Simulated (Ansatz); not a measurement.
# GaC (built on the sites of a database entry of TlC): following an unstable mode, part 2 of 2

Aim: this structure of GaC (built on the sites of a database entry of TlC) is to be tested for unstable modes, and one is followed downhill.

Ansatz 0.2.0; DFT PBEsol, scalar-relativistic, plane waves, norm-conserving pseudopotentials.

So far, highest frequency on the path or at a solved wavevector (cm⁻¹): step 2 (response at finite wavevector) 238. Also lowest frequency on the path (cm⁻¹): step 2 -561.

The structure was built from a prototype and need not be the compound's stable phase.

## 5. Energy along the mode, all amplitudes (two of the runs are shown above)

An imaginary frequency means negative curvature, so the energy should fall and then rise again as anharmonic terms take over.

Numbers from this step:

```
depth at the lowest point sampled  : 257.3 meV/atom
largest atomic shift at that point : 0.6 Å
```

Energy from the parent against largest atomic shift:

```
largest atomic shift (Å)  energy from the parent (meV/atom)
                   0.000                                  0
                   0.040                              -5.79
                   0.080                              -21.7
                   0.140                              -56.9
                   0.220                               -109
                   0.320                               -165
                   0.450                               -214
                   0.600                               -257
```

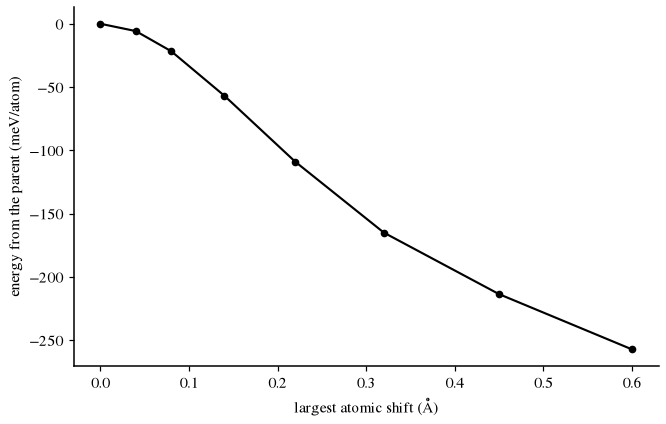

Energy from the parent, plotted against largest atomic shift.

Displacement at unit largest shift by atom:

```
atom  x (Å)  y (Å)  z (Å)  size
 Ga1   0.00   0.00   0.00  0.00
 Ga2   0.00   0.00   0.00  0.00
 Ga3   0.00   0.00   0.00  0.00
 Ga4   0.00   0.00   0.00  0.00
  C5  -1.00   0.00   0.00  1.00
  C6   1.00   0.00   0.00  1.00
  C7   1.00   0.00   0.00  1.00
  C8  -1.00   0.00   0.00  1.00
```

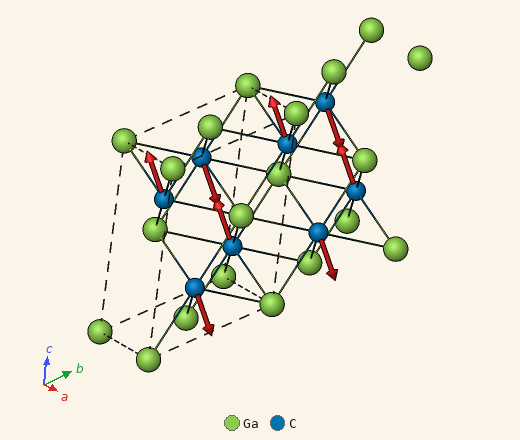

Displacement at unit largest shift as arrows, the longest 1 Å. Bonds to atoms that aren't drawn are left out. 1×2×1 cells are drawn. Some periodic images of atoms are drawn too.

The lowest of the steps tried is the last one, at 0.6 Å, 257 meV/atom below the parent; the bottom of the well need not coincide with a step.

## 6. Relaxing from the distorted cell

Starting from the lowest point found, all atoms and the cell are let go, so that strain and other modes of the same symmetry can join in.

input.yaml

```yaml
crystal:
  lattice:
    - [0.0, -2.7754559291, -2.7754559291]
    - [0.0, -2.7754559291, 2.7754559291]
    - [-5.5509118581, -2.7754559291, 0.0]
  atoms:
    - { symbol: Ga, position: [0.75, 0.75, 0.5] }
    - { symbol: Ga, position: [0.25, 0.25, 0.5] }
    - { symbol: Ga, position: [0.5, 0.5, 1.0] }
    - { symbol: Ga, position: [0.0, 0.0, 1.0] }
    - { symbol: C, position: [0.3209548255, 0.8209548255, 0.358090349] }
    - { symbol: C, position: [0.9290451745, 0.4290451745, 0.141909651] }
    - { symbol: C, position: [0.1790451745, 0.6790451745, 0.641909651] }
    - { symbol: C, position: [0.5709548255, 0.0709548255, 0.858090349] }
kpoints:
  mp_grid: { grid: [8, 8, 8] }
hamiltonian:
  xc: pbesol
  pseudopotentials: { kind: nc }
scf:
  occupations: { method: methfessel_paxton, width: 0.15 }
output:
  forces: true
  stress: true
  eigenvalues: true
relax:
  adjacent_minimum: "off"
  f_tol: 0.002
  max_steps: 120
  cell: { stress_tol: 0.03 }
```

Started as:

```sh
> ansatz run input.yaml --threads 4 --pin off --max-ram 7168MiB --backend cpu --events-out ev --progress --plain --runs-dir out
```

Numbers of over 12 decimals in the logs are rounded to 6 here.

The program printed:

```text
[...]
Crystal: 8 atoms, lattice volume = 85.519 Å³
Basis set: ecut = 1115.666836 eV, 7239 PW (Γ), exchange–correlation on 90×90×144 points (8 copies of the dense FFT grid, shifted against one another)
Bands: 42, of which v1, the nominal top of the filled ones, is band 34 counted from 1 (33 counted from 0)
Symmetry: 16 space group operations
[...]
k-points: 59 of 512
[...]
SCF iter   1: F=—  HF=-8952.838540 eV  |F-HF|=—  |Δ(HF+E_count)|=         —  Δρ=7.07e-2  dr2=7.13e0  ethr=3.10e-3  ⟨swp⟩=6.1  Hψ=9286  notcnv=0
[...]
SCF iter   9: F=-8951.173039 eV  HF=-8951.173039 eV  |F-HF|=9.06e-10  |Δ(HF+E_count)|=   2.67e-8  S|Δr|=    0.00e0  Δρ=1.65e-6  dr2=1.98e-9  ethr=1.47e-10  ⟨swp⟩=11.7  Hψ=10610  notcnv=0
SCF 1 converged in 9 iterations: F = -8951.173039 eV  dr2 = 1.98e-9
relax step   1: F+E_penalty+E_count = -8951.17303869 eV  Δ(F+E_penalty+E_count) = +0.000e0 eV  max|allowed force component| = 1.879e0 eV/Å  Δτ_max = 0.0000 Å  P = +10.384 GPa  Ω = 85.519 Å³  (9 SCF iters, dr2 threshold 1.00e-7 eV, accepted)
Crystal: 8 atoms, lattice volume = 89.757 Å³
Basis set: ecut = 1115.666836 eV, 7575 PW (Γ), exchange–correlation on 90×90×144 points (8 copies of the dense FFT grid, shifted against one another)
[...]
iter 1 solved again at ethr=1.10e-4 eV; its pass at ethr=3.10e-3 eV (dr2=7.49e-2 eV) is discarded
[...]
SCF iter   7: F=-8951.567030 eV  HF=-8951.567031 eV  |F-HF|=4.13e-8  |Δ(HF+E_count)|=   2.76e-7  S|Δr|=    0.00e0  Δρ=7.36e-6  dr2=7.82e-8  ethr=1.18e-9  ⟨swp⟩=6.2  Hψ=9541  notcnv=0
SCF 2 converged in 7 iterations: F = -8951.567030 eV  dr2 = 7.82e-8
relax step   2: F+E_penalty+E_count = -8951.56703049 eV  Δ(F+E_penalty+E_count) = -3.940e-1 eV  max|allowed force component| = 1.849e0 eV/Å  Δτ_max = 0.0372 Å  P = +2.764 GPa  Ω = 89.757 Å³  energy of the carried Pulay correction = -2.186e-3 eV  (7 SCF iters, dr2 threshold 8.00e-7 eV, accepted)
Crystal: 8 atoms, lattice volume = 92.959 Å³
Basis set: ecut = 1115.666836 eV, 7845 PW (Γ), exchange–correlation on 90×90×144 points (8 copies of the dense FFT grid, shifted against one another)
[...]
SCF iter   7: F=-8951.838609 eV  HF=-8951.838609 eV  |F-HF|=1.90e-7  |Δ(HF+E_count)|=   1.49e-6  S|Δr|=    0.00e0  Δρ=1.45e-5  dr2=3.14e-7  ethr=1.18e-9  ⟨swp⟩=9.5  Hψ=12144  notcnv=0
SCF 3 converged in 7 iterations: F = -8951.838609 eV  dr2 = 3.14e-7
relax step   3: F+E_penalty+E_count = -8951.83860906 eV  Δ(F+E_penalty+E_count) = -2.716e-1 eV  max|allowed force component| = 4.643e0 eV/Å  Δτ_max = 0.1352 Å  P = +3.173 GPa  Ω = 92.959 Å³  energy of the carried Pulay correction = -3.769e-3 eV  (7 SCF iters, dr2 threshold 8.00e-7 eV, accepted)
[... from here on, the SCF cycles and remarks between the steps are left out ...]
relax step   4: F+E_penalty+E_count = -8952.01289112 eV  Δ(F+E_penalty+E_count) = -1.743e-1 eV  max|allowed force component| = 1.274e0 eV/Å  Δτ_max = 0.0778 Å  P = -0.489 GPa  Ω = 90.890 Å³  energy of the carried Pulay correction = -2.753e-3 eV  (6 SCF iters, dr2 threshold 8.00e-7 eV, accepted)
relax step   5: F+E_penalty+E_count = -8952.05015161 eV  Δ(F+E_penalty+E_count) = -3.726e-2 eV  max|allowed force component| = 5.123e-1 eV/Å  Δτ_max = 0.1049 Å  P = -0.205 GPa  Ω = 90.706 Å³  energy of the carried Pulay correction = -2.661e-3 eV  (6 SCF iters, dr2 threshold 8.00e-7 eV, accepted)
relax step   6: F+E_penalty+E_count = -8952.06261351 eV  Δ(F+E_penalty+E_count) = -1.246e-2 eV  max|allowed force component| = 3.539e-2 eV/Å  Δτ_max = 0.0436 Å  P = +0.028 GPa  Ω = 91.155 Å³  energy of the carried Pulay correction = -2.884e-3 eV  (6 SCF iters, dr2 threshold 8.00e-7 eV, accepted)
relax step   7: F+E_penalty+E_count = -8952.06273511 eV  Δ(F+E_penalty+E_count) = -1.216e-4 eV  max|allowed force component| = 1.919e-2 eV/Å  Δτ_max = 0.0119 Å  P = +0.017 GPa  Ω = 91.146 Å³  energy of the carried Pulay correction = -2.880e-3 eV  (5 SCF iters, dr2 threshold 7.83e-8 eV, accepted)
relax step   8: F+E_penalty+E_count = -8952.06282862 eV  Δ(F+E_penalty+E_count) = -9.351e-5 eV  max|allowed force component| = 1.114e-3 eV/Å  Δτ_max = 0.0052 Å  P = +0.003 GPa  Ω = 91.174 Å³  energy of the carried Pulay correction = -2.894e-3 eV  (5 SCF iters, dr2 threshold 2.30e-8 eV, accepted)
relax step   9: F+E_penalty+E_count = -8952.07197783 eV  Δ(F+E_penalty+E_count) = -9.149e-3 eV  max|allowed force component| = 1.535e-3 eV/Å  Δτ_max = 0.0000 Å  P = +0.284 GPa  Ω = 91.174 Å³  stress off target by 3.92e-1 GPa  SCF on the basis re-selected at this cell (its energy is not comparable with the rows above)  (6 SCF iters)
relax step  10: F+E_penalty+E_count = -8952.07216425 eV  Δ(F+E_penalty+E_count) = -1.864e-4 eV  max|allowed force component| = 1.794e-3 eV/Å  Δτ_max = 0.0012 Å  P = +0.035 GPa  Ω = 91.388 Å³  energy of the carried Pulay correction = -9.990e-5 eV  (4 SCF iters, dr2 threshold 3.85e-7 eV, accepted)
relax step  11: F+E_penalty+E_count = -8952.07215374 eV  Δ(F+E_penalty+E_count) = +1.051e-5 eV  max|allowed force component| = 2.100e-4 eV/Å  Δτ_max = 0.0001 Å  P = +0.001 GPa  Ω = 91.420 Å³  energy of the carried Pulay correction = -1.151e-4 eV  (4 SCF iters, dr2 threshold 5.89e-9 eV, accepted)
[...]
SCF iter   1: F=—  HF=-8952.072400 eV  |F-HF|=—  |Δ(HF+E_count)|=         —  Δρ=5.95e-6  dr2=9.16e-9  ethr=5.16e-7  ⟨swp⟩=3.4  Hψ=16390  notcnv=0
eigensolver tolerance schedule: the retry pair's looser diagonalisation over-reported the residual by 38301.43 of it (diagonalisation noise at an unbounded share of the residual, at the tolerance the schedule requests for it); recorded, not acted on — ethr = c·dr2/N_el stays at c = 1.0e-1
[...]
SCF iter   2: F=—  HF=-8952.072266 eV  |F-HF|=—  |Δ(HF+E_count)|=   1.34e-4  S|Δr|=    0.00e0  Δρ=3.07e-6  dr2=2.28e-9  ethr=1.35e-11  ⟨swp⟩=4.0  Hψ=6995  notcnv=0
[...]
SCF iter   5: F=-8952.072266 eV  HF=-8952.072266 eV  |F-HF|=1.82e-12  |Δ(HF+E_count)|=  1.82e-12  S|Δr|=    0.00e0  Δρ=9.80e-8  dr2=8.00e-12  ethr=1.00e-12  ⟨swp⟩=6.9  Hψ=12128  notcnv=0
SCF 12 converged in 5 iterations: F = -8952.072266 eV  dr2 = 8.00e-12
relax step  12: F+E_penalty+E_count = -8952.07226574 eV  Δ(F+E_penalty+E_count) = -1.120e-4 eV  max|allowed force component| = 2.099e-4 eV/Å  Δτ_max = 0.0000 Å  P = -0.000 GPa  Ω = 91.420 Å³  stress off target by 2.43e-3 GPa  SCF on the basis re-selected at this cell (its energy is not comparable with the rows above)  (5 SCF iters)
[...]
SCF converged after 5 iterations
[...]
Free energy (F): -8952.072266 eV
[...]
Internal energy: -8952.073516 eV  (E = F + TS)
E sigma→0 (E₀):  -8952.072578 eV
Entropy (-TS):   0.001250 eV (0.156 meV/atom)
Fermi energy:    12.302470 eV
[...]
--- Forces (eV/Å), atoms counted from 1 ---
  atom   1  Ga     0.00000000    -0.00000000     0.00000000
  atom   2  Ga     0.00000000     0.00000000     0.00000000
  atom   3  Ga    -0.00000000    -0.00000000    -0.00000000
  atom   4  Ga     0.00000000     0.00000000     0.00000000
  atom   5  C      0.00020991    -0.00000000    -0.00000000
  atom   6  C      0.00005518    -0.00000000    -0.00000000
  atom   7  C     -0.00020991     0.00000000     0.00000000
  atom   8  C     -0.00005518     0.00000000     0.00000000
  max |Σ_I F_I| component: 6.78e-21 eV/Å
--- Stress (GPa, compression-positive) ---
       -0.002433       0.000000       0.000000
        0.000000       0.000767      -0.000000
        0.000000      -0.000000       0.000767
  P = ⅓ Tr σ = -0.0003 GPa (-0.003 kbar)
--- Band table (eV; the first three rows and the last of 59) ---
  k-point 0: bands = [... 30 lower, 9.0046, 9.6564, 10.9674, 10.9674, 12.4318, 13.2552, 14.4738, 14.4738, ... 4 higher]
  k-point 1: bands = [... 30 lower, 8.7247, 10.0994, 10.9827, 10.9827, 12.3519, 13.2071, 14.3620, 14.3620, ... 4 higher]
  k-point 2: bands = [... 30 lower, 8.5940, 10.9150, 11.0126, 11.0126, 11.7806, 13.3920, 14.1104, 14.1104, ... 4 higher]
  k-point 58: bands = [... 30 lower, 9.5506, 9.5506, 11.6040, 13.6044, 13.6044, 15.3424, 15.3424, 15.4902, ... 4 higher]
--- Relaxed structure (10 steps of the walk, 10 accepted, 2 SCFs on fresh bases) ---
  F+E_penalty+E_count = -8952.07226574 eV   max|allowed force component| = 2.099e-4 eV/Å   (the final SCF, on the basis selected at the relaxed cell)
  cell:  # Å, volume = 91.4200 Å³
    - [0, -2.907382, -2.907382]
    - [0, -2.907382, 2.907382]
    - [-5.407635, -2.907382, 0]
  atoms:
    - { symbol: Ga, position: [0.75, 0.75, 0.5] }
    - { symbol: Ga, position: [0.25, 0.25, 0.5] }
    - { symbol: Ga, position: [0.5, 0.5, 1.0] }
    - { symbol: Ga, position: [0, 0, 1.0] }
    - { symbol: C, position: [0.312863, 0.812863, 0.374273] }
    - { symbol: C, position: [0.906247, 0.406247, 0.187505] }
    - { symbol: C, position: [0.187137, 0.687137, 0.625727] }
    - { symbol: C, position: [0.593753, 0.093753, 0.812495] }
```

The job ended after 2.5 min (4 threads of Arm Neoverse V1, shared host; peak memory 1 GiB; 9.8 min of CPU time).

Step by step:

```
step  energy less that of the first step (eV)  largest force component (eV/Å)  pressure (GPa)  volume (Å³)
   1                                   0.0000                          1.8794           10.38        85.52
   2                                  -0.3940                          1.8486            2.76        89.76
   3                                  -0.6656                          4.6429            3.17        92.96
   4                                  -0.8399                          1.2736           -0.49        90.89
   5                                  -0.8771                          0.5123           -0.21        90.71
   6                                  -0.8896                          0.0354            0.03        91.15
   7                                  -0.8897                          0.0192            0.02        91.15
   8                                  -0.8898                          0.0011            0.00        91.17
  9*                                  -0.8989                          0.0015            0.28        91.17
  10                                  -0.8991                          0.0018            0.03        91.39
  11                                  -0.8991                          0.0002            0.00        91.42
 12*                                  -0.8992                          0.0002            0.00        91.42
```

Relaxation steps marked * repeat the geometry before them on a plane-wave basis chosen anew for their cell, so energy and pressure can jump there.

The run keeps the 16 symmetry operations that it works with, so distortions that break them were not tested.

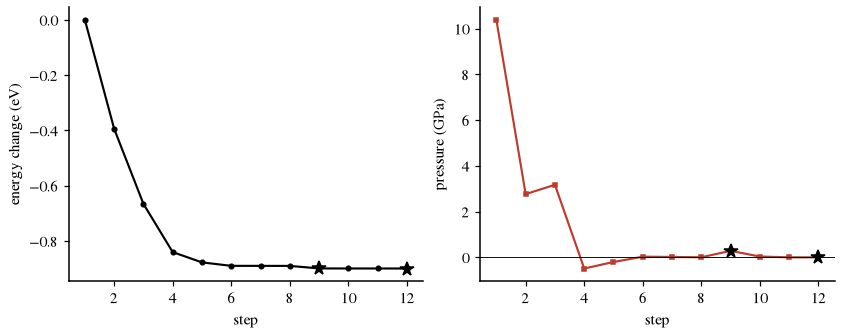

Energy and pressure along the relaxation. Stars mark steps on a basis chosen anew.

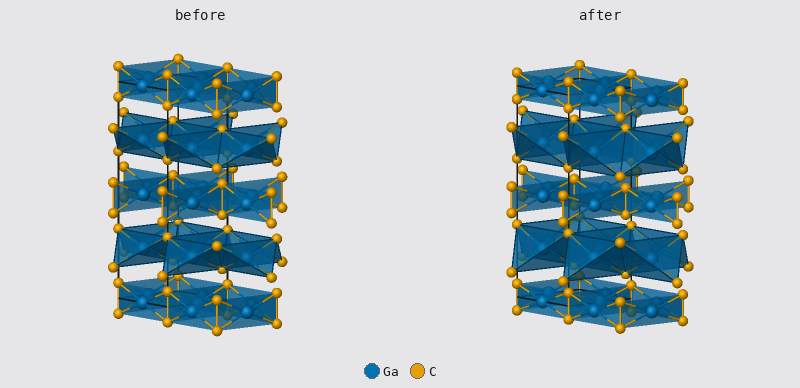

Before and after, at one scale.

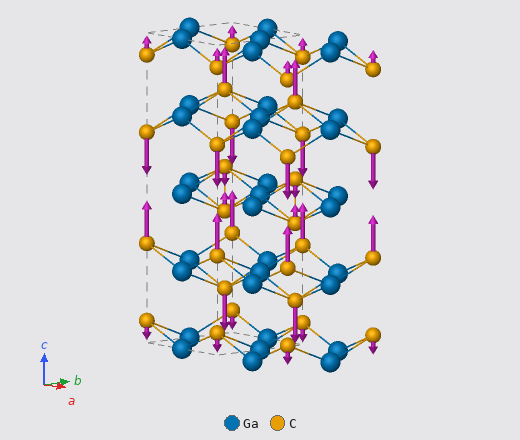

Displacements in the relaxation, exaggerated, measured against the changing cell; the longest in the cell stands for 0.25 Å. 2×1×1 conventional cells are drawn. Some periodic images of atoms are drawn too.

```
conventional cell, symmetrised  before   after  change
                         a (Å)   3.925   4.112  +4.8 %
                         b (Å)   3.925   4.112  +4.8 %
                         c (Å)  11.102  10.815  -2.6 %
              volume (Å³/atom)   10.69   11.43  +6.9 %
```

The atoms that moved most (Å, as changes of fractional coordinates times the final cell):

```
atom      dx     dy     dz  length
  C8   0.247  0.000  0.000   0.247
  C6  -0.247  0.000  0.000   0.247
  C5  -0.088  0.000  0.000   0.088
  C7   0.088  0.000  0.000   0.088
```

This step gave:

* pressure: -3.00e-4 GPa
* volume per atom: 11.43 Å³

The distorted start has space group I4/mmm; the relaxation ends in I4/mmm.

## 7. The new phase in its own primitive cell

The relaxed structure is symmetrised, reduced to its primitive cell and relaxed tightly, as its phonons need.

input.yaml

```yaml
crystal:
  lattice:
    - [-2.0558292898, 2.0558292898, 5.4076346753]
    - [2.0558292898, -2.0558292898, 5.4076346753]
    - [2.0558292898, 2.0558292898, -5.4076346753]
  atoms:
    - { symbol: Ga, position: [0.0, 0.5, 0.5] }
    - { symbol: Ga, position: [0.5, 0.0, 0.5] }
    - { symbol: Ga, position: [0.25, 0.75, 0.5] }
    - { symbol: Ga, position: [0.75, 0.25, 0.5] }
    - { symbol: C, position: [0.9371365249, 0.9371365249, 0.0] }
    - { symbol: C, position: [0.3437525396, 0.3437525396, 0.0] }
    - { symbol: C, position: [0.0628634751, 0.0628634751, 0.0] }
    - { symbol: C, position: [0.6562474604, 0.6562474604, 0.0] }
kpoints:
  mp_grid: { grid: [10, 10, 10] }
hamiltonian:
  xc: pbesol
  pseudopotentials: { kind: nc }
scf:
  occupations: { method: methfessel_paxton, width: 0.15 }
output:
  forces: true
  stress: true
  eigenvalues: true
relax:
  adjacent_minimum: "off"
  f_tol: 0.001
  max_steps: 60
  cell: { stress_tol: 0.01 }
```

The program printed:

```text
[...]
- [2.055413, -2.055413, 5.422183]
    - [2.055413, 2.055413, -5.422183]
  atoms:
    - { symbol: Ga, position: [0, 0.5, 0.5] }
    - { symbol: Ga, position: [0.5, 0, 0.5] }
    - { symbol: Ga, position: [0.25, 0.75, 0.5] }
    - { symbol: Ga, position: [0.75, 0.25, 0.5] }
    - { symbol: C, position: [0.937267, 0.937267, 0] }
    - { symbol: C, position: [0.341947, 0.341947, 0] }
    - { symbol: C, position: [0.062733, 0.062733, 0] }
    - { symbol: C, position: [0.658053, 0.658053, 0] }
[key lines of the parts left out:]
SCF converged after 7 iterations
Free energy (F): -8952.033355 eV
Fermi energy:    12.300325 eV
P = ⅓ Tr σ = -0.0005 GPa (-0.005 kbar)
```

The job ended after 3.1 min (4 threads; peak memory 1.3 GiB; 12 min of CPU time).

Step by step:

```
step  energy less that of the first step (eV)  largest force component (eV/Å)  pressure (GPa)  volume (Å³)
   1                                   0.0000                          0.0600            0.07        91.42
   2                                  -0.0008                          0.0367           -0.07        91.61
   3                                  -0.0012                          0.0261            0.09        91.57
   4                                  -0.0012                          0.0080           -0.01        91.64
   5                                  -0.0012                          0.0302           -0.04        91.62
   6                                  -0.0012                          0.0003           -0.01        91.63
  7*                                  -0.0014                          0.0003            0.00        91.63
   8                                  -0.0014                          0.0002            0.00        91.63
  9*                                  -0.0014                          0.0002            0.00        91.63
```

Relaxation steps marked * repeat the geometry before them on a plane-wave basis chosen anew for their cell, so energy and pressure can jump there. Relaxation step 5 was tried and not accepted.

Forces are held to the 16 operations that the run works with; a distortion that breaks them can't arise in this run.

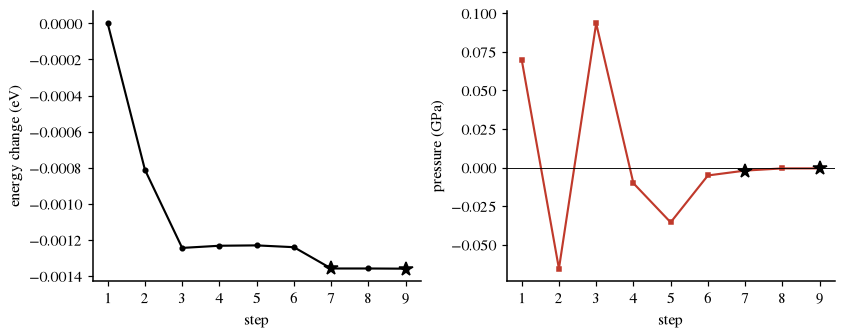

Energy and pressure along the relaxation. Stars mark steps on a basis chosen anew.

```
conventional cell, symmetrised  before   after  change
                         a (Å)   4.112   4.111  -0.0 %
                         b (Å)   4.112   4.111  -0.0 %
                         c (Å)  10.815  10.844  +0.3 %
              volume (Å³/atom)   11.43   11.45  +0.2 %
```

The atoms that moved most (Å, as changes of fractional coordinates times the final cell):

```
atom     dx     dy      dz  length
  C8  0.000  0.000   0.020   0.020
  C6  0.000  0.000  -0.020   0.020
```

Final coordinates:

```cif
data_structure
_symmetry_space_group_name_H-M 'P 1'
_symmetry_Int_Tables_number 1
_cell_length_a 6.1522
_cell_length_b 6.1522
_cell_length_c 6.1522
_cell_angle_alpha 140.965
_cell_angle_beta 140.965
_cell_angle_gamma 56.391
_cell_volume 91.63
loop_
_atom_site_label
_atom_site_type_symbol
_atom_site_fract_x
_atom_site_fract_y
_atom_site_fract_z
_atom_site_occupancy
Ga1 Ga 0.00000 0.50000 0.50000 1
Ga2 Ga 0.50000 0.00000 0.50000 1
Ga3 Ga 0.25000 0.75000 0.50000 1
Ga4 Ga 0.75000 0.25000 0.50000 1
C5 C 0.93727 0.93727 0.00000 1
C6 C 0.34195 0.34195 0.00000 1
C7 C 0.06273 0.06273 0.00000 1
C8 C 0.65805 0.65805 0.00000 1
```

Numbers from this step:

* pressure: -5.41e-4 GPa
* volume per atom: 11.45 Å³

The largest force component left is 0.20 meV/Å and the pressure is -0.001 GPa, within the tolerances set. The cell now holds 11.45 Å³/atom.

## 8. What came out

* unstable mode of the parent: q = (0.25, -0.5, -0.5), 557i cm⁻¹
* depth at the lowest point sampled: 257 meV/atom
* largest atomic shift at that point: 0.6 Å
* space group reached (within 0.01 Å): I4/mmm
* energy gained over the parent (first relaxation, on the mesh of the frozen mode): 370 meV/atom
* volume per atom, phase reached: 11.5 Å³

What this shows: Along this mode the structure falls into I4/mmm, 370 meV/atom below the parent. At the parent's cell the well is 257.3 meV/atom deep on the steps tried, with its lowest point at a shift of 0.6 Å. That is the last step tried, so the steps alone don't bracket the bottom of the well. Relaxing atoms and cell changes the gain by +112.32 meV/atom against the lowest step (energies at zero smearing). The modes of the phase reached were not computed on this path. Of the 2 patterns followed to their end from this parent, this one ends 31.0 meV/atom above the lowest, P4/nmm. Each path keeps the symmetry of its pattern, so a lower phase may lie along a pattern not tried. With no gap, or one that is small against the smearing, the frequencies hang on the k mesh and the smearing, most of all near Kohn anomalies. The phonon runs are without spin polarisation, although the cell has an odd electron count. The starting cell was built on a prototype and not taken from a measurement, so the phase need not exist.

[Logs are printed without paths, hosts, clocks, repeated set-up lines and the standing remarks that a program may print on its own settings, such as how far it seeks lower states.]

[Hosts, paths, dates, database ids (printed as entryN), source tags and the programs' standing remarks are cut or masked in the printed files.]
